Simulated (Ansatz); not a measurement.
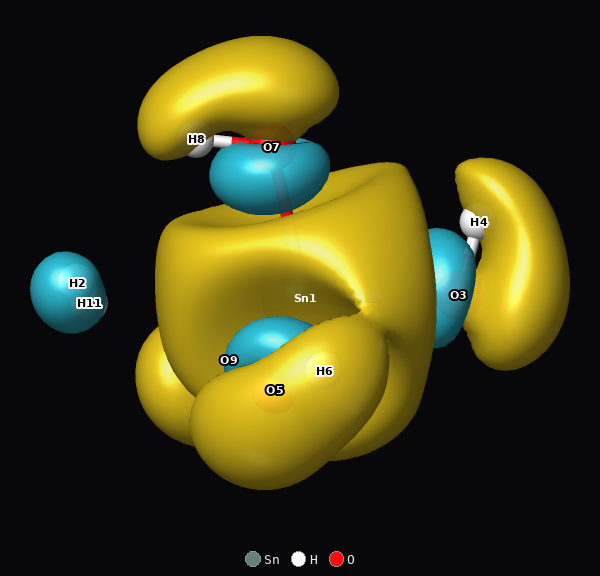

*H$_{4}$O$_{4}$Sn···H$_{2}$. One frontier orbital at ±0.06 Å⁻³ᐟ² (yellow and cyan are the two phases), seen from one side.*

Core potentials replace the inner electrons of Sn; not at a stationary point (largest force 1.9 eV/Å).

All numbers below come from RKS PBE/def2-SVP (Ansatz 0.2.0).

```yaml
atoms:
  - { symbol: Sn, position_ang: [0.4082, 0.2964, -0.1824] }
  - { symbol: H, position_ang: [-1.0847, 0.3368, 2.3527] }
  - { symbol: O, position_ang: [1.6563, 0.1082, -1.7368] }
  - { symbol: H, position_ang: [1.8412, -0.8478, -1.8429] }
  - { symbol: O, position_ang: [-1.1280, 1.4898, -0.6274] }
  - { symbol: H, position_ang: [-1.4941, 1.1971, -1.4862] }
  - { symbol: O, position_ang: [-0.1326, -1.5942, 0.1982] }
  - { symbol: H, position_ang: [-0.6341, -1.6190, 1.0414] }
  - { symbol: O, position_ang: [1.3602, 1.1693, 1.3128] }
  - { symbol: H, position_ang: [2.2709, 1.3752, 1.0205] }
  - { symbol: H, position_ang: [-0.4201, 0.5875, 2.4866] }
```

Q: Which orbital is it: HOMO or LUMO?

A: The LUMO, at −2.61 eV. By Hirshfeld shares it lies mainly on Sn1 (about 35 %), O5 (about 15 %), O7 (about 15 %), O9 (about 10 %) and O3 (about 10 %).
